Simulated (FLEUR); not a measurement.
# Magnetic state of Ti2Co from several starts

A self-consistent run ends on one state, which hangs on the start. Several orders of Ti2Co are started in FLEUR and their energies compared.

Main program and level: FLEUR MaX-R8.1; LDA (VWN); all-electron FLAPW, Dirac cores, scalar-relativistic bands.

## 1. The structure

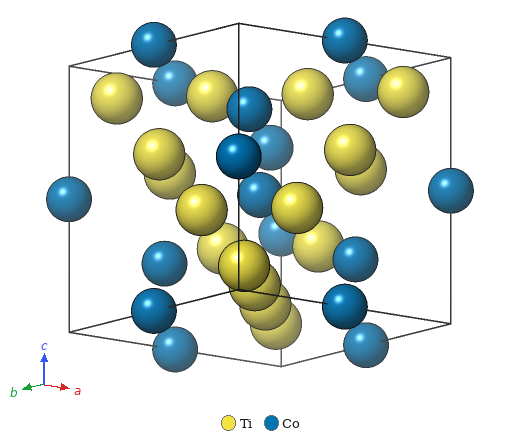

The cell as given, from a free direction (titanium yellow, cobalt blue). This picture shows the conventional cell, with its axes. Some periodic images of atoms are drawn too.

Coordinates:

```cif
data_structure
_symmetry_space_group_name_H-M 'Fd-3m:1'
_symmetry_Int_Tables_number 227
_cell_length_a 6.7300
_cell_length_b 6.7300
_cell_length_c 6.7300
_cell_angle_alpha 90.000
_cell_angle_beta 90.000
_cell_angle_gamma 90.000
_cell_volume 304.82
loop_
_atom_site_label
_atom_site_type_symbol
_atom_site_symmetry_multiplicity
_atom_site_Wyckoff_symbol
_atom_site_fract_x
_atom_site_fract_y
_atom_site_fract_z
_atom_site_occupancy
Ti1 Ti 16 c 0.12500 0.12500 0.12500 1
Co1 Co 8 b 0.00000 0.00000 0.50000 1
```

## 2. Order 1, typed as ferro ++

The parallel start comes first: it shows whether parallel moments hold.

inpgen writes inp.xml from crystal.txt; cutoffs, mixing, functional, smearing and local orbitals are then set in the file. The k list default-1 (kpts.xml, not shown) is a Γ-centred 8×8×8 mesh; where the ranks do not divide the number of points, some are split in two of half the weight.

The input, inp.xml:

```
<?xml version="1.0" encoding="UTF-8" standalone="no"?>
<fleurInput fleurInputVersion="0.39">
   <comment>
      Ti2Co
   </comment>
   <calculationSetup>
      <cutoffs Kmax="3.74" Gmax="13.1" GmaxXC="13.1" numbands="0"/>
      <scfLoop itmax="90" minDistance="0.00002" maxIterBroyd="15" imix="Anderson" alpha="0.05" precondParam="0.0" spinf="2.0" sdNocoIR="T"/>
      <coreElectrons ctail="T" frcor="F" kcrel="1" coretail_lmax="0"/>
      <xcFunctional name="vwn" relativisticCorrections="F"/>
      <magnetism jspins="2"/>
      <soc l_soc="F" theta="0.0" phi="0.0" spav="F"/>
      <expertModes spex="0" secvar="F"/>
      <geometryOptimization l_f="F" forcealpha="1.0" forcemix="BFGS" epsdisp="0.00001" epsforce="0.00001"/>
      <ldaU l_linMix="F" mixParam="0.05" spinf="1.0"/>
   </calculationSetup>
   <cell>
      <bzIntegration valenceElectrons="82.0" mode="hist" fermiSmearingEnergy="0.00110248">
         <kPointListSelection listName="default-1"/>
         <xi:include xmlns:xi="http://www.w3.org/2001/XInclude" href="kpts.xml"> </xi:include>
      </bzIntegration>
      <xi:include xmlns:xi="http://www.w3.org/2001/XInclude" href="sym.xml"> </xi:include>
      <bulkLattice scale="1.0">
         <bravaisMatrix>
            <row-1>    0.0000000000000000     6.3589284092789997     6.3589284092789997</row-1>
            <row-2>    6.3589284092789997     0.0000000000000000     6.3589284092789997</row-2>
            <row-3>    6.3589284092789997     6.3589284092789997     0.0000000000000000</row-3>
         </bravaisMatrix>
      </bulkLattice>
   </cell>
   <atomSpecies>
      <species name="Titanium (Ti)" element="Ti" atomicNumber="22">
         <mtSphere radius="2.19" gridPoints="725" logIncrement="0.016"/>
         <atomicCutoffs lmax="8" lnonsphr="6"/>
         <electronConfig flipSpins="F">
            <coreConfig>(1s1/2) (2s1/2) (2p1/2) (2p3/2)</coreConfig>
            <valenceConfig>(3s1/2) (3p1/2) (3p3/2) (4s1/2) (3d3/2) (3d5/2)</valenceConfig>
            <stateOccupation state="(3d3/2)" spinUp="0.400000" spinDown="0.400000"/>
            <stateOccupation state="(3d5/2)" spinUp="0.600000" spinDown="0.600000"/>
         </electronConfig>
         <energyParameters s="4" p="4" d="3" f="4"/>
         <lo type="SCLO" l="0" n="3" eDeriv="0"/>
         <lo type="SCLO" l="1" n="3" eDeriv="0"/>
      </species>
      <species name="Cobalt (Co2.000" element="Co" atomicNumber="27">
         <mtSphere radius="2.68" gridPoints="885" logIncrement="0.014"/>
         <atomicCutoffs lmax="10" lnonsphr="8"/>
         <electronConfig flipSpins="F">
            <coreConfig>(1s1/2) (2s1/2) (2p1/2) (2p3/2)</coreConfig>
            <valenceConfig>(3s1/2) (3p1/2) (3p3/2) (4s1/2) (3d3/2) (3d5/2)</valenceConfig>
            <stateOccupation state="(3d3/2)" spinUp="1.5" spinDown="1.3"/>
            <stateOccupation state="(3d5/2)" spinUp="3.0" spinDown="1.2"/>
         </electronConfig>
         <energyParameters s="4" p="4" d="3" f="4"/>
         <lo type="SCLO" l="0" n="3" eDeriv="0"/>
         <lo type="SCLO" l="1" n="3" eDeriv="0"/>
      </species>
   </atomSpecies>
   <atomGroups>
      <atomGroup species="Titanium (Ti)">
         <relPos label="                   1">1.000/2.000 1.000/2.000 1.000/2.000</relPos>
         <relPos label="                   2">.0000000000 1.000/2.000 1.000/2.000</relPos>
         <relPos label="                   3">1.000/2.000 1.000/2.000 .0000000000</relPos>
         <relPos label="                   4">1.000/2.000 .0000000000 1.000/2.000</relPos>
         <force calculate="T" relaxXYZ="TTT"/>
      </atomGroup>
      <atomGroup species="Cobalt (Co2.000">
         <relPos label="                   5">-1.000/8.000 -1.000/8.000 -1.000/8.000</relPos>
         <relPos label="                   6">1.000/8.000 1.000/8.000 1.000/8.000</relPos>
         <force calculate="T" relaxXYZ="TTT"/>
      </atomGroup>
   </atomGroups>
   <output dos="F" band="F" slice="F">
      <bandDOS minEnergy="-.5*Htr" maxEnergy="0.5*Htr" sigma="0.015" storeEVData="T"/>
      <plotting iplot="0" polar="F">
         <plot TwoD="T" vec1="  1.0  0.0  0.0" vec2="  0.0  1.0  0.0" vec3="  0.0  0.0  1.0" zero="  0.0  0.0  0.0" file="plot"/>
      </plotting>
      <moessbauerParams electricFieldGradient="F" isomerShift="F" coreHyperfine="F" valenceHyperfine="F"/>
   </output>
</fleurInput>
```

The input, crystal.txt:

```
Ti2Co
&input film=F cartesian=F /
0.00000000000  3.36500000000  3.36500000000
3.36500000000  0.00000000000  3.36500000000
3.36500000000  3.36500000000  0.00000000000
1.8897261246
1.0 1.0 1.0

6
22 0.62500000000  0.62500000000  0.62500000000
22 0.12500000000  0.62500000000  0.62500000000
22 0.62500000000  0.62500000000  0.12500000000
22 0.62500000000  0.12500000000  0.62500000000
27 0.00000000000  0.00000000000  0.00000000000 : 2.000
27 0.25000000000  0.25000000000  0.25000000000 : 2.000

&kpt div1=8 div2=8 div3=8 gamma=T /
```

Command:

```bash
OMP_NUM_THREADS=1 inpgen -f crystal.txt > inpgen.log  # inp.xml is then edited as shown
OMP_NUM_THREADS=1 mpirun -n 4 fleur_MPI > fleur.log
```

The program printed:

```text
Welcome to FLEUR        (www.flapw.de)
      MaX-Release 8.1          (www.max-centre.eu)

 ========== k-point set info ==========
 Selected k-point list: default-1
 k-point list type: mesh
 0 x 0 x 0
 Number of k points: 32

 ------------Calculation Setup---------------------------
 Number of MPI-tasks      :            4
 Number of PE/node        :            4
 Number of OMP-threads    :            1
 k-points in parallel     :            4
 pe's per k-point         :            1
 No of k-point loops      :            8
 Eigenvalue solver        :       lapack
 Number of basis functions:          505
 Approximate size of matrices (H+S) per k-point:         0.004 GB
 --------------------------------------------------------
 [... lines of the core solver left out ...]
 Iteration:     1   Distance:      28.81748101 me/bohr^3
 [... lines of the core solver left out ...]
 Iteration:     2   Distance:      13.82537948 me/bohr^3
 [... lines of the core solver left out ...]
 Iteration:     3   Distance:       9.87210280 me/bohr^3
 [... lines of the core solver left out ...]
 Iteration:     4   Distance:      17.35649484 me/bohr^3
 [... lines of the core solver left out ...]
 Iteration:     5   Distance:      14.27026058 me/bohr^3
 [... lines of the core solver left out ...]
 Iteration:     6   Distance:      13.93689070 me/bohr^3
 [... lines of the core solver left out ...]
 Iteration:     7   Distance:       7.99360187 me/bohr^3
 [... lines of the core solver left out ...]
[... rest left out ...]

--- out.xml (last complete iteration) ---
<iteration numberForCurrentRun="   52" overallNumber="   52">
         <energyParameters units="Htr">
            <atomicEP atomType="1" spin="1" branch="4s" branchLowest="-1.57" branchHighest="3.00" value="0.1724178738"/>
            <atomicEP atomType="1" spin="1" branch="4p" branchLowest="-0.66" branchHighest="3.52" value="0.2796158708"/>
            <atomicEP atomType="1" spin="1" branch="3d" branchLowest="-9.99" branchHighest="0.77" value="0.3411387255"/>
            <atomicEP atomType="1" spin="1" branch="4f" branchLowest="-9.99" branchHighest="3.65" value="0.5577918505"/>
            <loAtomicEP atomType="1" spin="1" branch="3s" branchLowest="-19.01" branchHighest="-1.57" value="-1.6368606340"/>
            <loAtomicEP atomType="1" spin="1" branch="3p" branchLowest="-15.65" branchHighest="-0.66" value="-0.7828611489"/>
            <atomicEP atomType="2" spin="1" branch="4s" branchLowest="-3.06" branchHighest="1.18" value="0.2979243652"/>
            <atomicEP atomType="2" spin="1" branch="4p" branchLowest="-1.72" branchHighest="1.66" value="0.4384811921"/>
            <atomicEP atomType="2" spin="1" branch="3d" branchLowest="-9.99" branchHighest="0.41" value="0.3528095425"/>
            <atomicEP atomType="2" spin="1" branch="4f" branchLowest="-9.99" branchHighest="2.89" value="0.7579629951"/>
            <loAtomicEP atomType="2" spin="1" branch="3s" branchLowest="-32.28" branchHighest="-3.06" value="-3.0568491646"/>
            <loAtomicEP atomType="2" spin="1" branch="3p" branchLowest="-27.58" branchHighest="-1.72" value="-1.7226460736"/>
            <atomicEP atomType="1" spin="2" branch="4s" branchLowest="-1.57" branchHighest="3.00" value="0.1732638476"/>
            <atomicEP atomType="1" spin="2" branch="4p" branchLowest="-0.66" branchHighest="3.52" value="0.2804513086"/>
            <atomicEP atomType="1" spin="2" branch="3d" branchLowest="-9.99" branchHighest="0.77" value="0.3420909077"/>
            <atomicEP atomType="1" spin="2" branch="4f" branchLowest="-9.99" branchHighest="3.65" value="0.5586137849"/>
            <loAtomicEP atomType="1" spin="2" branch="3s" branchLowest="-19.01" branchHighest="-1.57" value="-1.6356039644"/>
            <loAtomicEP atomType="1" spin="2" branch="3p" branchLowest="-15.65" branchHighest="-0.66" value="-0.7816159178"/>
            <atomicEP atomType="2" spin="2" branch="4s" branchLowest="-3.04" branchHighest="1.19" value="0.2982798570"/>
            <atomicEP atomType="2" spin="2" branch="4p" branchLowest="-1.70" branchHighest="1.66" value="0.4380288868"/>
            <atomicEP atomType="2" spin="2" branch="3d" branchLowest="-9.99" branchHighest="0.43" value="0.3638681908"/>
            <atomicEP atomType="2" spin="2" branch="4f" branchLowest="-9.99" branchHighest="2.90" value="0.7568920905"/>
            <loAtomicEP atomType="2" spin="2" branch="3s" branchLowest="-32.27" branchHighest="-3.04" value="-3.0420469083"/>
            <loAtomicEP atomType="2" spin="2" branch="3p" branchLowest="-27.58" branchHighest="-1.70" value="-1.7083075855"/>
         </energyParameters>
         <bandgap value="0.0000000000" units="eV"/>
         <sumValenceSingleParticleEnergies value="-53.3283300994" units="Htr"/>
         <FermiEnergy value="0.3909926738" units="Htr"/>
         <valenceDensity>
            <mtCharges spin="1">
               <mtCharge atomType="1" total="5.2005601" s="1.1048303" p="3.0097946" d="1.0710422" f="0.0113482"/>
               <mtCharge atomType="2" total="8.6917743" s="1.3340352" p="3.3689669" d="3.9636398" f="0.0180423"/>
            </mtCharges>
            <mtCharges spin="2">
               <mtCharge atomType="1" total="5.1631794" s="1.1046204" p="3.0110589" d="1.0329554" f="0.0112581"/>
               <mtCharge atomType="2" total="8.3387534" s="1.3312964" p="3.3731673" d="3.6092668" f="0.0182038"/>
            </mtCharges>
            <spinDependentCharge spin="1" total="41.4177394" interstitial="3.2319505" mtSpheres="38.1857889"/>
            <spinDependentCharge spin="2" total="40.5822606" interstitial="3.2520363" mtSpheres="37.3302244"/>
            <totalCharge value="82.0000000000"/>
         </valenceDensity>
         <allElectronCharges>
            <spinDependentCharge spin="1" total="71.4177410" interstitial="3.2319505" mtSpheres="68.1857905"/>
            <spinDependentCharge spin="2" total="70.5822590" interstitial="3.2520363" mtSpheres="67.3302227"/>
            <totalCharge value="141.9999999946"/>
         </allElectronCharges>
         <magneticMomentsInMTSpheres units="muBohr">
            <globalMagMoment atomType="1" vec="0.00000   0.00000   0.03738"/>
            <localMagMoment atomType="1" vec="0.00000   0.00000   0.03738"/>
            <globalMagMoment atomType="2" vec="0.00000   0.00000   0.35302"/>
            <localMagMoment atomType="2" vec="0.00000   0.00000   0.35302"/>
         </magneticMomentsInMTSpheres>
         <moessbauerParams unitsHFF="kG" unitsIS="e/bohr^3" unitsEFG="Htr/bohr^2">
         </moessbauerParams>
         <totalEnergy value="    -6190.2871665357" units="Htr">
            <sumOfEigenvalues value="    -3573.9527222894">
               <coreElectrons value="-3520.6243921899"/>
               <valenceElectrons value="-53.3283300994"/>
            </sumOfEigenvalues>
            <densityCoulombPotentialIntegral value="-9469.7632169368"/>
            <densityEffectivePotentialIntegral value="-9835.6811366779"/>
            <chargeDenXCDenIntegral value="-276.5189538710"/>
            <FockExchangeEnergyValence value="0.0000000000"/>
            <FockExchangeEnergyCore value="0.0000000000"/>
            <atomTypeDependentContributions atomType="1">
               <electronNucleiInteractionDifferentMTs value="4041.7545451550"/>
               <MadelungTerm value="-43.3364261313"/>
            </atomTypeDependentContributions>
            <atomTypeDependentContributions atomType="2">
               <electronNucleiInteractionDifferentMTs value="3343.3830836168"/>
               <MadelungTerm value="-12.1409636816"/>
            </atomTypeDependentContributions>
            <tkbTimesEntropy value="0.0010873309"/>
            <freeEnergy value="-6190.2882538666"/>
            <extrapolationTo0K value="-6190.2877102011"/>
         </totalEnergy>
         <densityConvergence units="me/bohr^3">
            <chargeDensity spin="1" distance="0.0000064455"/>
            <chargeDensity spin="2" distance="0.0000063016"/>
            <overallChargeDensity distance="0.0000051404"/>
            <spinDensity distance="0.0000116655"/>
         </densityConvergence>
      </iteration>
```

Run time: 83 s. Hardware: 4 MPI ranks of Intel Xeon 6975P-C (Granite Rapids), shared host; peak memory 0.31 GiB; 5.5 min of CPU time.

Spin moment in the muffin-tin sphere by atom:

| atom | spin moment in the muffin-tin sphere (μB) |
| --- | --- |
| Ti1 | 0.037 |
| Ti2 | 0.037 |
| Ti3 | 0.037 |
| Ti4 | 0.037 |
| Co5 | 0.353 |
| Co6 | 0.353 |

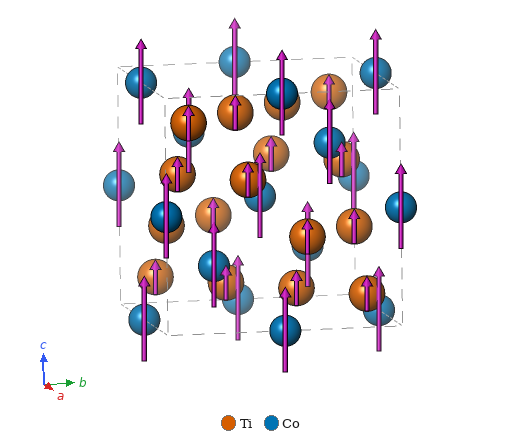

Spin moment in the muffin-tin sphere as arrows, the longest 0.353 μB. Up and down stand for the sign. Arrows give size and sign along the axis of quantisation, drawn up and down the page. Each arrow also spans its atom, so small moments look longer than they are. Some periodic images of atoms are drawn too.

Numbers from this step:

| Property | Result |
| --- | --- |
| free energy | -168446.3246 eV |
| program's band gap on this mesh (in a metal only a level spacing) | 0 eV |
| magnetization | 0.8355 μB |
| final state | ferromagnetic |

After 52 cycles the largest moment stands at 0.353 μB.

(Part 1 of 2 ends here.)

[Logs and program files are shortened in this print: banners, set-up blocks, solver, clock and traceback lines can be left out without a mark of their own.]

[Logs are printed without paths, hosts, clocks, repeated set-up lines and the standing remarks that a program may print on its own settings, such as how far it seeks lower states.]

[Hosts, paths, dates, database ids (printed as entryN), source tags and the programs' standing remarks are cut or masked in the printed files.]

[Where a cell is said to come from a database of computed structures, the database is the Materials Project.]
